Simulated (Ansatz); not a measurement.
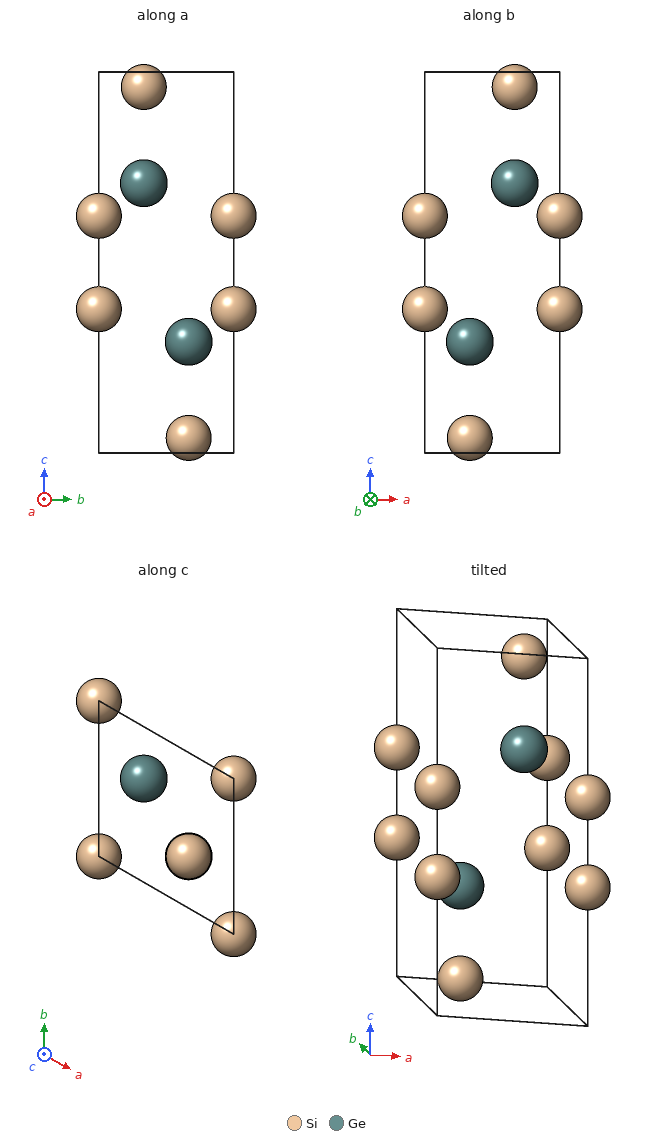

A spheres-only rendering, viewed along the a axis, along the b axis, along the c axis and slightly off an axis. One conventional unit cell is outlined, and atoms on its boundary appear in each equivalent place.

Lattice parameters: a = 3.928 Å, b = 3.928 Å, c = 9.619 Å, α = 90.00°, β = 90.00°, γ = 120.00°. Put a along x and b in the xy plane.

Question: Write the structure as a POSCAR file, with free fractional coordinates to two decimals.

Answer:
```
Si Ge
1.0
     3.928    0.000    0.000
    -1.964    3.402    0.000
     0.000    0.000    9.619
Si Ge
4 2
Direct
  0.00 0.00 0.38
  0.3333 0.6667 0.04
  0.00 0.00 0.62
  0.6667 0.3333 0.96
  0.6667 0.3333 0.71
  0.3333 0.6667 0.29
```

The structure was taken from a structure type filled with these elements by a generator (whether the compound takes this form wasn't checked). Earlier steps of the study may have refined or changed the cell and positions. It was run through Ansatz as a DFT input.
